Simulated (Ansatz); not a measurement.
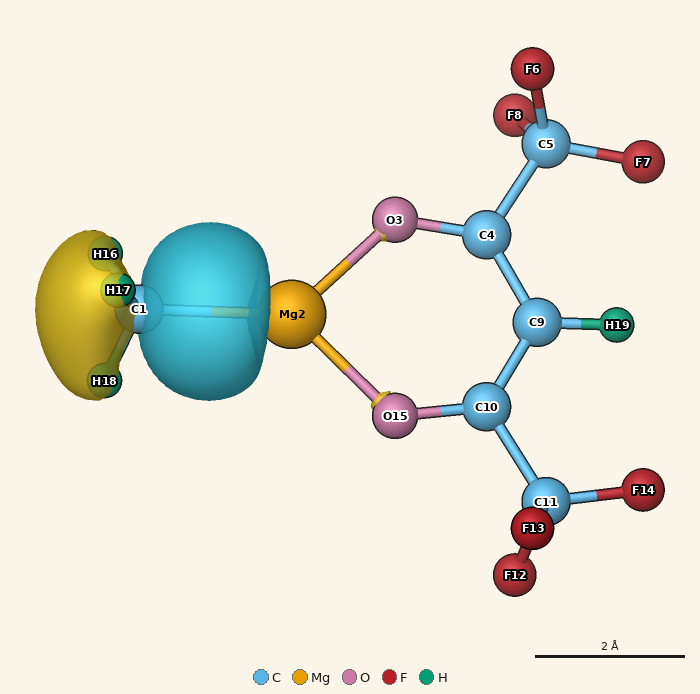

The picture shows: C6H4F6MgO2 (SMILES [CH3][Mg-]1[O]C(C(F)(F)F)=CC(C(F)(F)F)=[O+]1). The HOMO at ±0.15 Å⁻³ᐟ² (yellow and cyan are the two phases), seen at a tilt.

Geometry: PBE0-D4/def2-TZVP.

Method: Ansatz 0.2.0, RKS PBE0-D4/def2-TZVPP.

```xyz
19

C    -2.7301   -2.8082   -0.3356
Mg   -1.2933   -1.3286   -0.1640
O    -1.3132    0.6340   -0.0105
C    -0.3294    1.4021    0.0964
C    -0.7101    2.8888    0.1993
F    -1.4844    3.0838    1.2646
F     0.3535    3.6835    0.3106
F    -1.3891    3.2570   -0.8850
C     1.0179    1.0499    0.1299
C     1.4122   -0.2831    0.0398
C     2.9130   -0.6172    0.0814
F     3.2661   -1.2491   -1.0359
F     3.1687   -1.4176    1.1140
F     3.6763    0.4683    0.2011
O     0.6730   -1.2879   -0.0754
H    -3.6464   -2.4350   -0.8037
H    -3.0143   -3.2133    0.6412
H    -2.3779   -3.6513   -0.9381
H     1.7657    1.8195    0.2264
```

**Describe this orbital and give its energy.**

It lies mainly on C1 (about 60 %) and Mg2 (about 25 %). Its energy is −7.11 eV.
